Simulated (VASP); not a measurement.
Band structure of ZrGe2 (relaxed from the AlB2 structure, space group P6/mmm). Method: PBEsol GGA, VASP's PBE PAW potentials (set 64) (plane waves; VASP).

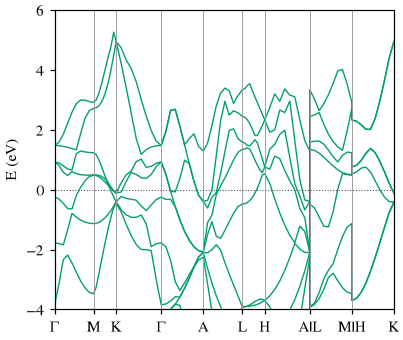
Figure: Bands along high-symmetry lines, zero at the valence-band maximum or, without a gap, the Fermi level

Problem. Read the plot: is there a gap, and where are the band edges?

Solution. It has no gap at this level: it comes out as a metal or semimetal. (Edges off the drawn lines would not show.)

The structure was generated: ZrGe2 was put into the AlB2 type (P6/mmm), which need not be its known phase. It was relaxed first, which changed the volume by -32 %.
